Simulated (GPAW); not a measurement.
# A GW chain in GPAW: Te3As2 (Kalgoorlieite)

Wanted: ground state, empty states, screening and self-energy for Te3As2 (Kalgoorlieite).

Calculated with GPAW 26.7.0; LDA and many-body steps on it, plane waves.

**Experimental background.**

- Gap 0.46 eV: band gap, earlier experiment; bulk crystal (quoted in “Nonlinear optical properties of arsenic telluride and its use in ultrafast fiber lasers”, 2020, pmc:7498598).

## 1. The structure

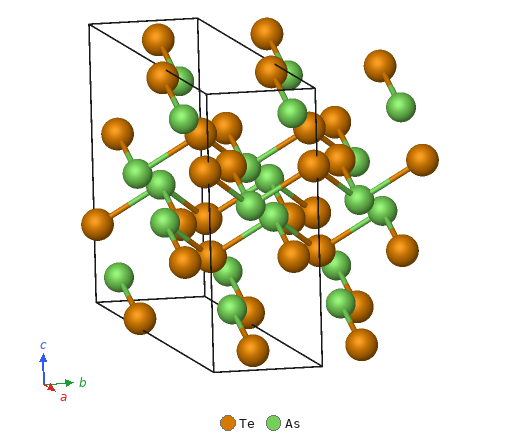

Start, viewed slightly off an axis; tellurium orange, arsenic green. 1×2×1 cells are drawn. This picture shows the conventional cell, with its axes. Some periodic images of atoms are drawn too.

The cell and positions come from the Crystallography Open Database and are kept as given unless a step says otherwise. Spin-orbit coupling is left out unless a step names it.

## 2. Ground state

This step: GPAW 26.7.0; DFT, LDA, plane waves, PAW.

The ground-state density comes first.

Input file run.py:

```python
import json
import numpy as np
from gpaw.mpi import world
from ase import Atoms
from gpaw import GPAW, PW, FermiDirac

atoms = Atoms(['Te', 'Te', 'Te', 'Te', 'Te', 'Te', 'As', 'As', 'As', 'As'],
    cell=[[7.1786500000, -2.0099500000, 0.0000000000],
      [7.1786500000, 2.0099500000, 0.0000000000],
      [-0.8811692412, 0.0000000000, 9.8597029250]],
    scaled_positions=[[0.0289000000, 0.0289000000, 0.2868000000],
      [0.9711000000, 0.9711000000, 0.7132000000],
      [0.7777000000, 0.7777000000, 0.3390000000],
      [0.2223000000, 0.2223000000, 0.6610000000],
      [0.3744000000, 0.3744000000, 0.0355000000],
      [0.6256000000, 0.6256000000, 0.9645000000],
      [0.2026000000, 0.2026000000, 0.1408000000],
      [0.7974000000, 0.7974000000, 0.8592000000],
      [0.6133000000, 0.6133000000, 0.4406000000],
      [0.3867000000, 0.3867000000, 0.5594000000]],
    pbc=(True, True, True))
calc = GPAW(mode=PW(450),
    xc='LDA',
    kpts={'size': (6, 6, 4), 'gamma': True},
    occupations=FermiDirac(0.001),
    nbands=-11,
    convergence={'density': 1e-6, 'bands': -3},
    maxiter=100,
    txt='gs.txt')
atoms.calc = calc
res = {'energy': atoms.get_potential_energy()}
kpts = calc.get_ibz_k_points()
res['kpts'] = kpts
res['eigenvalues'] = [calc.get_eigenvalues(kpt=k) for k in range(len(kpts))]
res['n_electrons'] = calc.get_number_of_electrons()
calc.write('gs.gpw')

if world.rank == 0:
    with open('result.json', 'w') as f:
        json.dump(res, f, default=lambda x: x.tolist())
```

Command:

```console
mpirun -n 8 gpaw python run.py
```

Numbers of over 12 decimals in the logs are rounded to 6 here.

What it wrote:

```text
__  _  _
 | _ |_)|_||  |
 |__||  | ||/\| - 26.7.0

Input parameters:
  mode=PW(ecut=450.000000),
  convergence={'density': 1e-06, 'bands': -3},
  kpts=MonkhorstPack(size=(6, 6, 4), gamma=True),
  maxiter=100,
  nbands=-11,
  occupations=Occupations(name='fermi-dirac', width=0.001, fixmagmom=False),
  xc=XC(name='LDA')
  [... matrices ...]
Diagonalizing LCAO Hamiltonian
Converting LCAO to pw mode

                          Te

                                 As
                                       Te
             Te
                   As

                           As
                                 Te
       Te
             As

                    Te

Atoms  # Å, Bohr magnetons
|   | symbol |         x |         y |        z |    initial magnetic moments |
| 0 |     Te |  0.162207 |  0.000000 | 2.827763 | ( 0.0000,  0.0000,  0.0000) |
| 1 |     Te | 13.313924 |  0.000000 | 7.031940 | ( 0.0000,  0.0000,  0.0000) |
| 2 |     Te | 10.866956 | -0.000000 | 3.342439 | ( 0.0000,  0.0000,  0.0000) |
| 3 |     Te |  2.609175 |  0.000000 | 6.517264 | ( 0.0000,  0.0000,  0.0000) |
| 4 |     Te |  5.344092 |  0.000000 | 0.350019 | ( 0.0000,  0.0000,  0.0000) |
| 5 |     Te |  8.132039 |  0.000000 | 9.509683 | ( 0.0000,  0.0000,  0.0000) |
| 6 |     As |  2.784720 |  0.000000 | 1.388246 | ( 0.0000,  0.0000,  0.0000) |
| 7 |     As | 10.691410 | -0.000000 | 8.471457 | ( 0.0000,  0.0000,  0.0000) |
| 8 |     As |  8.417089 | -0.000000 | 4.344185 | ( 0.0000,  0.0000,  0.0000) |
| 9 |     As |  5.059042 | -0.000000 | 5.515518 | ( 0.0000,  0.0000,  0.0000) |

Unit cell  # Å
| periodic |         x |         y |        z |  lengths |    angles |
|      yes |  7.178650 | -2.009950 | 0.000000 | 7.454724 | 94.917395 |
|      yes |  7.178650 |  2.009950 | 0.000000 | 7.454724 | 94.917395 |
|      yes | -0.881169 |  0.000000 | 9.859703 | 9.899000 | 31.283427 |

Number of symmetries: 4
Symmetry operations  # r_c * U_cc + t_c -> r_c
|   | kind |            matrix            |
| 0 |  E   |  1, 0, 0,  0, 1, 0,  0, 0, 1 |
| 1 |  σ   |  0, 1, 0,  1, 0, 0,  0, 0, 1 |
| 2 |  C2  |  0,-1, 0, -1, 0, 0,  0, 0,-1 |
| 3 |  i   | -1, 0, 0,  0,-1, 0,  0, 0,-1 |

BZ-sampling:
  Number of BZ points: 144
  Number of IBZ points: 47

  Monkhorst-Pack size: [6, 6, 4]
  Monkhorst-Pack shift: [0.083333, 0.083333, 0.125]

K-points  # in reciprocal-cell coordinates
|     |                                coordinates |     weight |
|   0 | (  0.00000000,   0.00000000,   0.00000000) | 0.00694444 |
|   1 | (  0.00000000,   0.00000000,   0.25000000) | 0.01388889 |
|   2 | (  0.00000000,   0.00000000,   0.50000000) | 0.00694444 |
|   3 | (  0.16666667,  -0.16666667,   0.00000000) | 0.01388889 |
|   4 | (  0.16666667,  -0.16666667,   0.25000000) | 0.02777778 |
|   5 | (  0.16666667,  -0.16666667,   0.50000000) | 0.01388889 |
|   6 | (  0.16666667,   0.00000000,  -0.25000000) | 0.02777778 |
|   7 | (  0.16666667,   0.00000000,   0.00000000) | 0.02777778 |
|   8 | (  0.16666667,   0.00000000,   0.25000000) | 0.02777778 |
|   9 | (  0.16666667,   0.00000000,   0.50000000) | 0.02777778 |
| ... |                                            |            |
|  46 | (  0.50000000,   0.50000000,   0.50000000) | 0.00694444 |

Plane wave coefficients: 6194
Cutoff: 450.000000 eV

Spin-components: 1 (collinear spins)
Bands:           39
Projectors:      50
Spin-degeneracy: 2
Datatype:        complex128

  Storage: CPU
  Wave functions: 179_985_936 bytes (22_498_242 per core)
  Projectors: 133_835_696 bytes (16_729_462 per core)
  [... matrices ...]
Parallelization:
  kpt:    8
  domain: 1
  band:   1

Density:
  Valence electrons: 56.0
  Components: 1
  Grid points: [40 40 49]
  Charge: 0.0  # |e|

Potential:
  Grid points: [40 40 49]

species:
  Te:
    name:    Tellurium
    Z:       52.0
    valence: 6
    core:    46
    charge:  0.0  # [|e|]
    compensation charges:
      type: gauss
      rc: 0.36  # [Å]
      lmax: 2
    cutoffs:
      filter: 2.09  # [Å]
      core: 3.17  # [Å]
    projectors
    | kind |    occ | energy [eV] | rcut [Å] |
    |   5s |  2.000 |     -15.337 |    1.180 |
    |   5p |  4.000 |      -6.113 |    1.196 |
    |    s |        |      11.875 |    1.180 |
    |    p |        |      21.098 |    1.196 |
    |    d |        |       0.000 |    1.238 |

    Using partial waves for Te as LCAO basis

  As:
    name:    Arsenic
    Z:       33.0
    valence: 5
    core:    28
    charge:  0.0  # [|e|]
    compensation charges:
      type: gauss
      rc: 0.33  # [Å]
      lmax: 2
    cutoffs:
      filter: 1.87  # [Å]
      core: 2.96  # [Å]
    projectors
    | kind |    occ | energy [eV] | rcut [Å] |
    |   4s |  2.000 |     -14.691 |    1.058 |
    |   4p |  3.000 |      -5.342 |    1.058 |
    |    s |        |      12.520 |    1.058 |
    |    p |        |      21.869 |    1.058 |
    |    d |        |       0.000 |    1.058 |

    Using partial waves for As as LCAO basis

Reference energy: -1353504.608155  # eV

eigensolver:
  PPCG
  Converge bands: -3
  niter=2

density mixing:
  MSR1-Mixer
  Pratt-step length: 0.05
  Maximum mixing coefficient: 0.75
  Old densities: 10
  SVD Regularization: 0.005
  Good broyden scale: 1.0
  Trust region scale: 1.0
  Backstep threshold: 4.0
  History deletion threshold: 6.0
  Fourier metric: weight=20.0, sigma=0.015

occupation numbers:
  Fermi-Dirac:
    width: 0.0010  # eV

poisson solver:
  ecut: 3600.000000  # eV

xc functional:
  name: None

Initialization done in: 7.577 s

convergence criteria:
- Maximum integral of absolute [dens]ity change: 1e-06 electrons / valence electron
- Maximum [total energy] change in last 3 cyles: 0.0005 eV / valence electron
- Maximum integral of absolute [eigenst]ate change: 4e-08 eV^2 / valence electron
maximum number of iterations: 100

SCF iterations
|iter     |     time |      energy | eigst |  dens |
|iter:   1|  |  -44.914168 | -0.06 |       |
|iter:   2|  |  -44.949773 | -1.48 | -1.28 |
|iter:   3|  |  -45.068406 | -1.94 | -1.31 |
|iter:   4|  |  -44.848899 | -2.12 | -1.44 |
|iter:   5|  |  -44.839959 | -2.71 | -1.83 |
|iter:   6|  |  -44.831600c| -3.05 | -2.15 |
|iter:   7|  |  -44.828314c| -3.65 | -2.35 |
|iter:   8|  |  -44.827970c| -4.33 | -2.68 |
|iter:   9|  |  -44.827970c| -4.76 | -3.45 |
|iter:  10|  |  -44.827969c| -5.09 | -3.78 |
|iter:  11|  |  -44.827969c| -5.36 | -4.14 |
|iter:  12|  |  -44.827969c| -5.63 | -4.81 |
|iter:  13|  |  -44.827969c| -5.88 | -5.22 |
|iter:  14|  |  -44.827969c| -6.16 | -5.98 |
|iter:  15|  |  -44.827969c| -6.42 | -6.54c|
|iter:  16|  |  -44.827969c| -6.67 | -7.20c|
|iter:  17|  |  -44.827969c| -6.96 | -7.56c|
|iter:  18|  |  -44.827969c| -7.16 | -7.85c|
|iter:  19|  |  -44.827969c| -7.40c| -8.29c|

Converged in 19 steps
SCF loop duration: 164.364 s (8.651 s/step)
Energy contributions relative to reference atoms: (reference = -1353504.608155)
  [... matrices ...]
Energy contributions:
  Kinetic:          57.524262
  Coulomb:         -58.484656
  Zero:              0.543155
  External:          0.000000
  Xc:              -44.410730
  Entropy:          -0.000000
  Spinorbit:         0.000000
  ----------------------------
  Free energy:     -44.827969
  Extrapolated:    -44.827969

dipole moment: (-0.001229, -0.000000, -0.000899)  # |e|*Ang

Fermi level: 5.995
Eigenvalues  # (at kpt = [0.000, 0.000, 0.000])
| band index |      eig [eV] | occ [0-2] |
|          0 |        -8.303 |     2.000 |
|        ... |               |           |
|         20 |         3.792 |     2.000 |
|         21 |         4.463 |     2.000 |
|         22 |         4.864 |     2.000 |
|         23 |         4.938 |     2.000 |
|         24 |         5.002 |     2.000 |
|         25 |         5.051 |     2.000 |
|         26 |         5.217 |     2.000 |
|         27 |         5.228 |     2.000 |
|         28 |         6.697 |     0.000 |
[...]
|         32 |         7.470 |     0.000 |
|         33 |         7.523 |     0.000 |
|         34 |         7.598 |     0.000 |
|         35 |         7.753 |     0.000 |
|        ... |               |           |
|         38 |         9.197 |     0.000 |

Gap: 0.414 eV
Transition (v -> c):
  (s=0, k=41, n=27, [0.50, 0.33, 0.00]) -> (s=0, k=46, n=28, [0.50, 0.50, 0.50])
Direct/indirect transitions are different
Direct gap: 0.527 eV
Transition at: (s=0, k=32, n=27, [0.33, 0.33, 0.50])
# Writing to gs.gpw (mode='')
  [... matrices ...]
```

The job ended after 3 min (8 MPI ranks of Arm Neoverse V1, shared host; peak memory 2.4 GiB).

Numbers from this step:

```
total energy               : -44.83 eV
gap                        : 0.4141 eV
k of the valence top       : 0.5, 0.3333, 0
k of the conduction bottom : 0.5, 0.5, 0.5
least direct gap           : 0.5271 eV
```

The gap is indirect, with the least direct gap 0.11 eV higher.

## 3. Bands along the symmetry lines

Levels along a band path, at the cheap level, show where the edges lie and whether the meshes to come will hold them.

Input file run.py:

```python
import json
import numpy as np
from gpaw.mpi import world
from gpaw import GPAW

path = [[0.000000, 0.000000, 0.000000],
    [-0.033719, 0.033719, 0.000000],
    [-0.067439, 0.067439, 0.000000],
    [-0.101158, 0.101158, 0.000000],
    [-0.134878, 0.134878, 0.000000],
    [-0.168597, 0.168597, 0.000000],
    [-0.202316, 0.202316, 0.000000],
    [-0.236036, 0.236036, 0.000000],
    [-0.269755, 0.269755, -0.000000],
    [-0.730245, -0.269755, 0.000000],
    [-0.701464, -0.298536, 0.000000],
    [-0.672684, -0.327316, 0.000000],
    [-0.643903, -0.356097, 0.000000],
    [-0.615122, -0.384878, 0.000000],
    [-0.586342, -0.413658, 0.000000],
    [-0.557561, -0.442439, 0.000000],
    [-0.528781, -0.471219, 0.000000],
    [-0.500000, -0.500000, 0.000000],
    [-0.437500, -0.437500, 0.000000],
    [-0.375000, -0.375000, 0.000000],
    [-0.312500, -0.312500, 0.000000],
    [-0.250000, -0.250000, 0.000000],
    [-0.187500, -0.187500, 0.000000],
    [-0.125000, -0.125000, 0.000000],
    [-0.062500, -0.062500, 0.000000],
    [0.000000, 0.000000, 0.000000],
    [-0.062500, -0.062500, 0.062500],
    [-0.125000, -0.125000, 0.125000],
    [-0.187500, -0.187500, 0.187500],
    [-0.250000, -0.250000, 0.250000],
    [-0.312500, -0.312500, 0.312500],
    [-0.375000, -0.375000, 0.375000],
    [-0.437500, -0.437500, 0.437500],
    [-0.500000, -0.500000, 0.500000],
    [-0.529099, -0.470901, 0.500000],
    [-0.558199, -0.441801, 0.500000],
    [-0.587298, -0.412702, 0.500000],
    [-0.616398, -0.383602, 0.500000],
    [-0.645497, -0.354503, 0.500000],
    [-0.674597, -0.325403, 0.500000],
    [-0.703696, -0.296304, 0.500000],
    [-0.732795, -0.267205, 0.500000],
    [-0.267205, 0.267205, 0.500000],
    [-0.233804, 0.233804, 0.500000],
    [-0.200403, 0.200403, 0.500000],
    [-0.167003, 0.167003, 0.500000],
    [-0.133602, 0.133602, 0.500000],
    [-0.100202, 0.100202, 0.500000],
    [-0.066801, 0.066801, 0.500000],
    [-0.033401, 0.033401, 0.500000],
    [0.000000, 0.000000, 0.500000],
    [0.000000, 0.000000, 0.437500],
    [0.000000, 0.000000, 0.375000],
    [0.000000, 0.000000, 0.312500],
    [0.000000, 0.000000, 0.250000],
    [0.000000, 0.000000, 0.187500],
    [0.000000, 0.000000, 0.125000],
    [0.000000, 0.000000, 0.062500],
    [0.000000, 0.000000, 0.000000],
    [-0.500000, 0.000000, 0.500000],
    [-0.437500, 0.000000, 0.437500],
    [-0.375000, 0.000000, 0.375000],
    [-0.312500, 0.000000, 0.312500],
    [-0.250000, 0.000000, 0.250000],
    [-0.187500, 0.000000, 0.187500],
    [-0.125000, 0.000000, 0.125000],
    [-0.062500, 0.000000, 0.062500],
    [0.000000, 0.000000, 0.000000],
    [-0.062500, 0.000000, 0.000000],
    [-0.125000, 0.000000, 0.000000],
    [-0.187500, 0.000000, 0.000000],
    [-0.250000, 0.000000, 0.000000],
    [-0.312500, 0.000000, 0.000000],
    [-0.375000, 0.000000, 0.000000],
    [-0.437500, 0.000000, 0.000000],
    [-0.500000, 0.000000, -0.000000]]
calc = GPAW('gs.gpw').fixed_density(kpts=path,
    symmetry='off',
    nbands=38,
    convergence={'bands': 34},
    txt='bands.txt')
res = {}
kpts = calc.get_ibz_k_points()
res['kpts'] = kpts
res['eigenvalues'] = [calc.get_eigenvalues(kpt=k) for k in range(len(kpts))]
res['n_electrons'] = calc.get_number_of_electrons()

if world.rank == 0:
    with open('result.json', 'w') as f:
        json.dump(res, f, default=lambda x: x.tolist())
```

Command:

```console
mpirun -n 8 gpaw python run.py
```

What it wrote:

```text
Diagonalizing LCAO Hamiltonian
Converting LCAO to pw mode
convergence criteria:
- Maximum integral of absolute [eigenst]ate change: 4e-08 eV^2 / valence electron
maximum number of iterations: 100

SCF iterations
|iter     |     time |      energy | eigst |  dens |
|iter:   1|  |             | -0.13 |       |
|iter:   2|  |             | -1.72 |       |
|iter:   3|  |             | -2.73 |       |
[...]
|iter:  13|  |             | -6.83 |       |
|iter:  14|  |             | -7.15 |       |
|iter:  15|  |             | -7.40c|       |
SCF steps: 15
  __  _  _
 | _ |_)|_||  |
 |__||  | ||/\| - 26.7.0

Input parameters:
  mode=PW(ecut=450.000000),
  convergence={'bands': 34},
  gpts=array([40, 40, 49]),
  kpts=KPoints(kpts=array([[ 0.      ,  0.      ,  0.      ],
         [-0.033719,  0.033719,  0.      ],
         [-0.067439,  0.067439,  0.      ],
         [-0.101158,  0.101158,  0.      ],
[...]
[-0.5     , -0.5     ,  0.      ],
         [-0.4375  , -0.4375  ,  0.      ],
         [-0.375   , -0.375   ,  0.      ],
[...]
[ 0.      ,  0.      ,  0.      ],
[...]
[-0.066801,  0.066801,  0.5     ],
         [-0.033401,  0.033401,  0.5     ],
         [ 0.      ,  0.      ,  0.5     ],
         [ 0.      ,  0.      ,  0.4375  ],
[...]
[ 0.      ,  0.      ,  0.      ],
[...]
[ 0.      ,  0.      ,  0.      ],
[...]
[-0.375   ,  0.      ,  0.      ],
         [-0.4375  ,  0.      ,  0.      ],
         [-0.5     ,  0.      , -0.      ]])),
  maxiter=100,
  nbands=38,
  occupations=Occupations(name='fermi-dirac', width=0.001, fixmagmom=False),
  parallel={},
  symmetry=Symmetry(point_group=False, time_reversal=False),
  xc=XC(name='LDA')
  [... matrices ...]
timing:  # [seconds]
  Total: 0.068  # ━━━━━━━━━━━━━━━━━━━━━━━━━━━━━━━━━━━━━━━━━━━━━━━━━━━━━━━━━━━
```

Elapsed: 2.9 min, on 8 MPI ranks; peak memory 2.7 GiB; 17 min of CPU time.

Numbers from this step:

```yaml
gap: 0.3764 eV
k_of_the_valence_top: 0, 0, 0.3125
k_of_the_conduction_bottom: -0.5, -0.5, 0.5
least_direct_gap: 0.4107 eV
```

The gap is 0.376 eV, −0.038 eV from the run before at this level.

The electronic bands at the labelled points (eV, zero at the top of the highest filled band):

| point | band 25 | band 26 | band 27 | band 28 | band 29 | band 30 | band 31 | band 32 |
| --- | --- | --- | --- | --- | --- | --- | --- | --- |
| Γ | -0.65 | -0.61 | -0.44 | -0.43 | 1.04 | 1.30 | 1.60 | 1.81 |
| C | -1.44 | -1.21 | -1.09 | -0.32 | 0.69 | 1.54 | 1.78 | 2.05 |
| jump to C2 | -1.44 | -1.21 | -1.09 | -0.32 | 0.69 | 1.54 | 1.78 | 2.05 |
| Y2 | -0.91 | -0.90 | -0.68 | -0.54 | 0.42 | 0.70 | 1.60 | 1.66 |
| Γ | -0.65 | -0.61 | -0.44 | -0.43 | 1.04 | 1.30 | 1.60 | 1.81 |
| M2 | -0.61 | -0.34 | -0.26 | -0.15 | 0.38 | 0.46 | 0.92 | 1.49 |
| D | -1.18 | -0.99 | -0.66 | -0.64 | 1.00 | 1.00 | 1.37 | 1.67 |
| jump to D2 | -1.18 | -0.99 | -0.66 | -0.64 | 1.00 | 1.00 | 1.37 | 1.67 |
| A | -0.54 | -0.34 | -0.22 | -0.20 | 0.73 | 0.80 | 1.17 | 1.32 |
| Γ | -0.65 | -0.61 | -0.44 | -0.43 | 1.04 | 1.30 | 1.60 | 1.81 |
| jump to L2 | -1.21 | -0.84 | -0.82 | -0.38 | 0.84 | 0.90 | 1.37 | 1.76 |
| Γ | -0.65 | -0.61 | -0.44 | -0.43 | 1.04 | 1.30 | 1.60 | 1.81 |
| V2 | -1.23 | -1.17 | -0.80 | -0.79 | 0.97 | 1.46 | 1.48 | 2.03 |

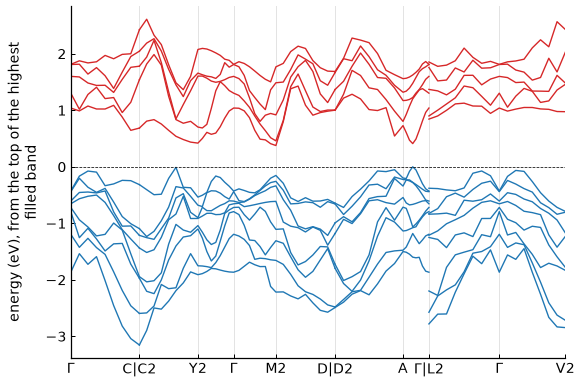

Electronic bands along the path; lines of filled and empty bands in two colours.

## 4. Empty states on the mesh, 4×4×2 mesh, 472 bands

The sums over transitions need many empty states on a uniform mesh; this step solves for them.

Input file run.py:

```python
import json
import numpy as np
from gpaw.mpi import world
from gpaw import GPAW

calc = GPAW('gs.gpw').fixed_density(kpts={'size': (4, 4, 2), 'gamma': True},
    parallel={'domain': 1, 'band': 1},
    txt='nscf.txt')
calc.diagonalize_full_hamiltonian(nbands=472)
calc.write('full.gpw', mode='all')
res = {}
kpts = calc.get_ibz_k_points()
res['kpts'] = kpts
res['eigenvalues'] = [calc.get_eigenvalues(kpt=k) for k in range(len(kpts))]
res['n_electrons'] = calc.get_number_of_electrons()

if world.rank == 0:
    with open('result.json', 'w') as f:
        json.dump(res, f, default=lambda x: x.tolist())
```

Command:

```console
mpirun -n 8 gpaw python run.py
```

What it wrote:

```text
Diagonalizing LCAO Hamiltonian
Converting LCAO to pw mode
convergence criteria:
- Maximum integral of absolute [eigenst]ate change: 4e-08 eV^2 / valence electron
maximum number of iterations: 100

SCF iterations
|iter     |     time |      energy | eigst |  dens |
|iter:   1|  |             | -0.06 |       |
|iter:   2|  |             | -1.54 |       |
|iter:   3|  |             | -2.40 |       |
[...]
|iter:  17|  |             | -7.03 |       |
|iter:  18|  |             | -7.25 |       |
|iter:  19|  |             | -7.40c|       |
SCF steps: 19
  __  _  _
 | _ |_)|_||  |
 |__||  | ||/\| - 26.7.0

Input parameters:
  mode=PW(ecut=450.000000),
  convergence={'density': 1e-06, 'bands': -3},
  gpts=array([40, 40, 49]),
  kpts=MonkhorstPack(size=(4, 4, 2), gamma=True),
  maxiter=100,
  nbands=39,
  occupations=Occupations(name='fermi-dirac', width=0.001, fixmagmom=False),
  parallel={'domain': 1, 'band': 1},
  xc=XC(name='LDA')
Matrix size: 6137x6137
# Writing to full.gpw (mode='all')
  [... matrices ...]

timing:  # [seconds]
  Total: 642.526  # ━━━━━━━━━━━━━━━━━━━━━━━━━━━━━━━━━━━━━━━━━━━━━━━━━━━━━━━━━
```

Run time: 12 min. Hardware: 8 MPI ranks; peak memory 24 GiB.

Numbers from this step:

```
gap                                                           : 0.4767 eV
k of the valence top                                          : 0.25, 0.25, 0.5
k of the conduction bottom                                    : 0.5, 0.5, 0.5
least direct gap                                              : 0.5294 eV
k points computed                                             : 14
lowest point of the top converged band, above the valence top : 68.0171 eV
```

On this mesh the gap is 0.477 eV. The earlier step found 0.414 eV, so this mesh misses an edge.

(Part 1 of 2 ends here.)

[Paths, hosts, dates, memory and timing lines, banners, echoed tables and standing remarks are left out of the program output.]

[Logs are printed without paths, hosts, clocks, repeated set-up lines and the standing remarks that a program may print on its own settings, such as how far it seeks lower states.]

[Runs of the session that timed out or met a known fault of the program may be left out.]

[Hosts, paths, dates, database ids (printed as entryN), source tags and the programs' standing remarks are cut or masked in the printed files.]
